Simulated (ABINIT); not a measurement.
# Quasiparticle gap of SiO2 (Quartz) in ABINIT, part 3 of 3

How does a plane-wave GW calculation on SiO2 (Quartz) run from the first input to the gap?

ABINIT 10.8.3; LDA and many-body steps on it, plane waves. Known limits of the many-body steps: not at the basis limit; coarse k mesh.

So far. Step 3 (Bands along the symmetry lines): The gap is 5.801 eV, as in the run before at this level. Step 4 (Empty states on the mesh, 3×3×2 mesh, 195 bands): On this mesh the gap is 5.801 eV.

## 5. Screening, 3×3×2 mesh, 179 bands, screening to 106.1 eV

The RPA dielectric matrix is built and inverted for each q.

This step: RPA screening on LDA, plane waves, norm-conserving pseudopotentials.

Contents of run.abi:

```
acell 3*1.0 Angstrom
rprim 
  4.915799999986 0.000000000003 0.000000000000
  -2.457899999996 4.257207679910 0.000000000000
  0.000000000000 0.000000000000 5.409100000000
ntypat 2
znucl 14 8
natom 9
typat 1 1 1 2 2 2 2 2 2
xred 
  0.530300000000 0.000000000000 0.333333333333
  0.000000000000 0.530300000000 0.666666666667
  0.469700000000 0.469700000000 -0.000000000000
  0.146200000000 0.414200000000 0.881000000000
  0.585800000000 0.732000000000 0.214333333333
  0.268000000000 0.853800000000 0.547666666667
  0.414200000000 0.146200000000 0.119000000000
  0.732000000000 0.585800000000 0.785666666667
  0.853800000000 0.268000000000 0.452333333333
pp_dirpath "pseudos"
pseudos "Si.upf, O.upf"
ecut 36
ngkpt 3 3 2
nshiftk 1
shiftk 0 0 0
kptopt 1
chksymbreak 0
istwfk *1
occopt 1
irdwfk 1
optdriver 3
nband 179
ecuteps 3.9
inclvkb 2
awtr 1
symchi 1
indata_prefix "in"
outdata_prefix "out"
tmpdata_prefix "tmp"
```

The run is started by

```sh
OMP_NUM_THREADS=1 mpirun -n 4 abinit run.abi > log
```

Numbers of over 12 decimals in the logs are rounded to 6 here.

What it wrote:

```text
.Version 10.8.3 of ABINIT. v10.8.2 released Aug 2026.

 Symmetries : space group P3_1 2 1 (#152); Bravais hP (primitive hexag.)
[... echo of the input left out ...]
== DATASET  1 ==================================================================
-   mpi_nproc: 4, omp_nthreads: 1 (-1 if OMP is not activated)

--- !DatasetInfo
iteration_state: {dtset: 1, }
dimensions: {natom: 9, nkpt: 6, mband: 179, nsppol: 1, nspinor: 1, nspden: 1, mpw: 7935, }
cutoff_energies: {ecut:  36.0, pawecutdg:  -1.0, }
electrons: {nelect:   4.80000000E+01, charge:   0.00000000E+00, occopt:   1.00000000E+00, tsmear:   1.00000000E-02, }

 SCREENING: Calculation of the susceptibility and dielectric matrices

 Based on a program developped by R.W. Godby, V. Olevano, G. Onida, and L. Reining.
 Incorporated in ABINIT by V. Olevano, G.-M. Rignanese, and M. Torrent.
.Using double precision arithmetic ; gwpc =  8

[... cell and pseudopotentials left out ...]
--------------------------------------------------------------------------------

 ==== K-mesh for the wavefunctions ====
 Number of points in the irreducible wedge :     6
[... list of points left out ...]
 Together with  6 symmetry operations and time-reversal symmetry
 yields    18 points in the full Brillouin Zone.

 ==== Q-mesh for the screening function ====
 Number of points in the irreducible wedge :     6
[... list of points left out ...]
 Together with  6 symmetry operations and time-reversal symmetry
 yields    18 points in the full Brillouin Zone.

 setmesh: FFT mesh size selected  =    36x   36x   45
          total number of points  =        58320

 vcoul_init : cutoff-mode = AUXILIARY_FUNCTION
 q-points for optical limit:   1
     1)      0.000010    0.000020    0.000030

- screening: taking advantage of time-reversal symmetry
- Maximum band index for partially occupied states nbvw = 24
- Remaining bands to be divided among processors   nbcw = 155
- Number of bands treated by each node ~38

 Number of electrons calculated from density =   48.0000; Expected =   48.0000
 average of density, n =  0.062835
 r_s =    1.5604
 omega_plasma =   24.1800 [eV]

 calculating chi0 at frequencies [eV] :
  1    0.000000E+00    0.000000E+00
  2    0.000000E+00    2.417998E+01

--------------------------------------------------------------------------------
  q-point number  1        q = ( 0.000000, 0.000000, 0.000000) [r.l.u.]
--------------------------------------------------------------------------------
[... chi0 elements left out ...]
 For q-point:  0.000010 0.000020 0.000030
  dielectric constant =   2.3983
  dielectric constant without local fields =   2.5955

  Average fulfillment of the sum rule on Im[epsilon] for q-point    1 :     64.39  [%]
[... wings left out ...]
  q-point number  2        q = ( 0.333333, 0.000000, 0.000000) [r.l.u.]
--------------------------------------------------------------------------------
[... chi0 elements left out ...]
  Average fulfillment of the sum rule on Im[epsilon] for q-point    2 :     70.28  [%]

 [... 4 further q-points ...]
```

The job ended after 1.8 min (4 MPI ranks of Arm Neoverse V1, shared host; peak memory 2.1 GiB; 7.2 min of CPU time).

This step gave:

```
ε∞ with local fields, on this mesh, along the program's q direction : 2.398
the same without local fields                                       : 2.595
plasma frequency                                                    : 24.18 eV
plane waves in the screening matrix                                 : 279
```

Local fields lower ε∞ by 8 %. On a Γ-centred mesh this coarse the value itself is usually too large, while a short band sum pulls it down.

## 6. Self-energy, 3×3×2 mesh, 179 bands, screening to 106.1 eV

The self-energy is evaluated for the states that the input lists, and the levels follow from it, in one-shot runs by the linearised quasiparticle equation.

This step: G0W0 on LDA, plane waves, norm-conserving pseudopotentials.

Changes to run.abi since step 5:

```diff
@@ -30,8 +30,19 @@
 irdwfk 1
-optdriver 3
+optdriver 4
 nband 179
+gwcalctyp 0
+ecutsigx 36
+symsigma 1
+nkptgw 3
+kptgw 
+  0.3333333333 0.3333333333 0.0000000000
+  0.0000000000 0.0000000000 0.0000000000
+  0.0000000000 0.0000000000 0.5000000000
+bdgw 
+  22 26
+  23 27
+  22 26
 ecuteps 3.9
-inclvkb 2
-awtr 1
-symchi 1
+irdscr 1
+ppmodel 1
 indata_prefix "in"
```

What it wrote:

```text
.Version 10.8.3 of ABINIT. v10.8.2 released Aug 2026.

 Symmetries : space group P3_1 2 1 (#152); Bravais hP (primitive hexag.)
[... echo of the input left out ...]
== DATASET  1 ==================================================================
-   mpi_nproc: 4, omp_nthreads: 1 (-1 if OMP is not activated)

--- !DatasetInfo
iteration_state: {dtset: 1, }
dimensions: {natom: 9, nkpt: 6, mband: 179, nsppol: 1, nspinor: 1, nspden: 1, mpw: 7935, }
cutoff_energies: {ecut:  36.0, pawecutdg:  -1.0, }
electrons: {nelect:   4.80000000E+01, charge:   0.00000000E+00, occopt:   1.00000000E+00, tsmear:   1.00000000E-02, }

 SIGMA: Calculation of the GW corrections

 Based on a program developped by R.W. Godby, V. Olevano, G. Onida, and L. Reining.
 Incorporated in ABINIT by V. Olevano, G.-M. Rignanese, and M. Torrent.
.Using double precision arithmetic ; gwpc =  8

[... cell and pseudopotentials left out ...]
--------------------------------------------------------------------------------

 ==== K-mesh for the wavefunctions ====
 Number of points in the irreducible wedge :     6
[... list of points left out ...]
 Together with  6 symmetry operations and time-reversal symmetry
 yields    18 points in the full Brillouin Zone.

 ==== Q-mesh for screening function ====
 Number of points in the irreducible wedge :     6
[... list of points left out ...]
 Together with  6 symmetry operations and time-reversal symmetry
 yields    18 points in the full Brillouin Zone.

 vcoul_init : cutoff-mode = AUXILIARY_FUNCTION
 q-points for optical limit:   1
     1)      0.000010    0.000020    0.000030
 setmesh: FFT mesh size selected  =    45x   45x   60
          total number of points  =       121500

 Number of electrons calculated from density =   48.0000; Expected =   48.0000
 average of density, n =  0.062835
 r_s =    1.5604
 omega_plasma =   24.1800 [eV]

 === KS Band Gaps ===
  >>>> For spin  1
   Minimum direct gap =   6.1255 [eV], located at k-point      :   0.0000  0.0000  0.0000
   Fundamental gap    =   5.8014 [eV], Top of valence bands at :   0.3333  0.3333  0.0000
                                       Bottom of conduction at :   0.0000  0.0000  0.0000
 SIGMA fundamental parameters:
 PLASMON POLE MODEL  1
 number of plane-waves for SigmaX                 7935
 number of plane-waves for SigmaC and W            279
 number of plane-waves for wavefunctions          7935
 number of bands                                   179
 number of independent spin polarizations            1
 number of spinorial components                      1
 number of k-points in IBZ                           6
 number of q-points in IBZ                           6
 number of symmetry operations                       6
 number of k-points in BZ                           18
 number of q-points in BZ                           18
 number of frequencies for dSigma/dE                 9
 frequency step for dSigma/dE [eV]                0.25
 number of omega for Sigma on real axis              0
 max omega for Sigma on real axis  [eV]           0.00
 zcut for avoiding poles [eV]                     0.10

 EPSILON^-1 parameters (SCR file):
 dimension of the eps^-1 matrix on file            279
 dimension of the eps^-1 matrix used               279
 number of plane-waves for wavefunctions          7935
 number of bands                                   179
 number of q-points in IBZ                           6
 number of frequencies                               2
 number of real frequencies                          1
 number of imag frequencies                          1

 matrix elements of self-energy operator (all in [eV])

 Perturbative Calculation

--- !SelfEnergy_ee
iteration_state: {dtset: 1, }
kpoint     : [   0.333,    0.333,    0.000, ]
spin       : 1
KS_gap     :    8.700
QP_gap     :   12.030
Delta_QP_KS:    3.330
data: !SigmaeeData |
     Band     E0 <VxcDFT>   SigX SigC(E0)      Z dSigC/dE  Sig(E)    E-E0       E
       22  -0.320 -19.498 -25.458   4.133   0.816  -0.225 -20.989  -1.491  -1.811
       23  -0.320 -19.498 -25.458   4.133   0.816  -0.225 -20.989  -1.491  -1.811
       24   0.118 -19.840 -25.698   4.114   0.817  -0.224 -21.265  -1.425  -1.307
       25   8.818 -12.569  -7.108  -3.244   0.859  -0.164 -10.664   1.905  10.723
       26   8.818 -12.569  -7.108  -3.244   0.859  -0.164 -10.664   1.905  10.723

--- !SelfEnergy_ee
iteration_state: {dtset: 1, }
kpoint     : [   0.000,    0.000,    0.000, ]
spin       : 1
KS_gap     :    6.125
QP_gap     :    9.111
Delta_QP_KS:    2.985
data: !SigmaeeData |
     Band     E0 <VxcDFT>   SigX SigC(E0)      Z dSigC/dE  Sig(E)    E-E0       E
       23  -0.206 -19.281 -25.147   4.055   0.818  -0.223 -20.762  -1.481  -1.687
       24  -0.206 -19.281 -25.147   4.055   0.818  -0.223 -20.762  -1.481  -1.687
       25   5.920 -11.309  -6.475  -3.105   0.870  -0.149  -9.805   1.504   7.424
       26   9.156 -10.834  -5.307  -3.408   0.864  -0.157  -9.003   1.831  10.987
       27   9.156 -10.834  -5.307  -3.408   0.864  -0.157  -9.003   1.831  10.987

--- !SelfEnergy_ee
iteration_state: {dtset: 1, }
kpoint     : [   0.000,    0.000,    0.500, ]
spin       : 1
KS_gap     :    7.814
QP_gap     :   11.040
Delta_QP_KS:    3.226
data: !SigmaeeData |
     Band     E0 <VxcDFT>   SigX SigC(E0)      Z dSigC/dE  Sig(E)    E-E0       E
       22  -0.093 -19.649 -25.579   4.128   0.817  -0.224 -21.121  -1.471  -1.564
       23  -0.093 -19.649 -25.579   4.128   0.817  -0.224 -21.121  -1.471  -1.564
       24   0.031 -19.705 -25.603   4.118   0.817  -0.224 -21.158  -1.453  -1.422
       25   7.846 -12.554  -7.428  -3.068   0.862  -0.161 -10.781   1.773   9.619
       26   7.846 -12.554  -7.428  -3.068   0.862  -0.161 -10.781   1.773   9.619

== END DATASET(S) ==============================================================
================================================================================

 -outvars: echo values of variables after computation  --------
           etotal      0.0000000000E+00
            nband         179
             nkpt           6
          spgroup         152
 [... the other variables as echoed above ...]

 Calculation completed.
```

Elapsed: 23 s, on 4 MPI ranks; peak memory 1.6 GiB; 92 s of CPU time.

This step gave:

```yaml
g0w0_gap_on_the_points_computed: 8.731 eV
starting_gap_on_the_mesh: 5.801 eV
k_of_the_valence_top: 0.3333, 0.3333, 0
k_of_the_conduction_bottom: 0, 0, 0
z_at_the_valence_top: 0.817
z_at_the_conduction_bottom: 0.87
least_direct_g0w0_gap_on_the_computed_points: 9.111 eV
```

The gap on the mesh goes from 5.80 eV to 8.73 eV, a correction of +2.93 eV.

Limits: finite bands, cutoff and mesh; coarse k mesh. v1 is the top filled band, c1 the lowest empty one. The levels before and after the correction (eV, zero at the valence-band top of each column):

|  | conduction bottom | valence top |
| --- | --- | --- |
| Kohn-Sham | 5.80 | 0.00 |
| G0W0 | 8.73 | 0.00 |

```
                           level  energy (eV)
Kohn-Sham  (0.333 0.333 0) v3-v2       -0.439
Kohn-Sham     (0.333 0.333 0) v1        0.000
Kohn-Sham  (0.333 0.333 0) c1-c2        8.699
Kohn-Sham                Γ v2-v1       -0.324
Kohn-Sham                   Γ c1        5.801
Kohn-Sham                Γ c2-c3        9.038
     G0W0  (0.333 0.333 0) v3-v2       -0.504
     G0W0     (0.333 0.333 0) v1        0.000
     G0W0  (0.333 0.333 0) c1-c2       12.030
     G0W0                Γ v2-v1       -0.380
     G0W0                   Γ c1        8.731
     G0W0                Γ c2-c3       12.294
```

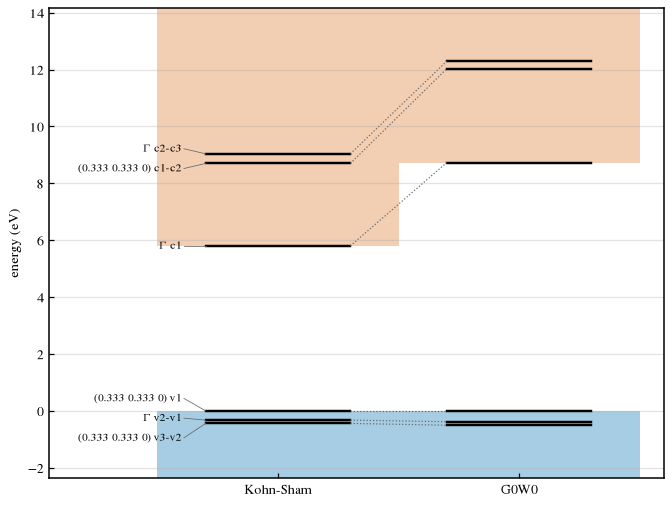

Levels before and after the correction. Shaded: valence and conduction bands.

## 7. Where the time went

Times are wall times on 4 MPI ranks of Arm Neoverse V1, shared host, good to a factor of about two.

```
                          step     time  share  memory (GiB)
                  ground state     75 s   19 %          0.48
bands along the symmetry lines     57 s   14 %          0.48
      empty states on the mesh  2.2 min   34 %          0.49
                     screening  1.8 min   27 %           2.1
                   self-energy     23 s    6 %           1.6
```

## 8. Outcome

- LDA gap: 5.80 eV, indirect
- G0W0 gap on the mesh: 8.73 eV
- GW settings: 3×3×2 mesh, 179 bands, screening to 106.1 eV, Godby-Needs plasmon pole
- known limits: not at the basis limit; coarse k mesh

What this shows: G0W0 moves the gap on the mesh from 5.80 eV to 8.73 eV (+2.93 eV), with Z of 0.82 and 0.87 at the edges. Local fields lower the RPA ε∞ on this mesh from 2.60 to 2.40; a Γ-centred mesh this coarse tends to raise both, most where the direct gap is narrow, while a short band sum lowers them. Only 3 of the mesh's irreducible points were corrected, so a valley elsewhere could overtake. Bands and cutoff are finite, so the gap is not at the basis limit. The miss can reach some tenths of an eV and take either sign; the mesh is an error of its own. In the G0W0 run levels were corrected at 3 k points alone, so a gap called «on the mesh» is the least over those, and an edge elsewhere would be missed. The 3×3×2 mesh is coarse for this cell, which bears on the long-range parts of exchange and screening.

[Paths, hosts, dates, memory and timing lines, banners, echoed tables and standing remarks are left out of the program output.]

[Logs are printed without paths, hosts, clocks, repeated set-up lines and the standing remarks that a program may print on its own settings, such as how far it seeks lower states.]

[Runs of the session that timed out or met a known fault of the program may be left out.]

[Hosts, paths, dates, database ids (printed as entryN), source tags and the programs' standing remarks are cut or masked in the printed files.]

[G0W0 gaps are taken among the corrected bands and points alone; a level outside them can change the order at an edge.]

[Where Ansatz stands beside ABINIT at settings called matched, ABINIT's density can come from a denser mesh and the files from another edition; pairs whose starting gaps differed by over 0.03 eV were left out, so agreement reads better than it is.]
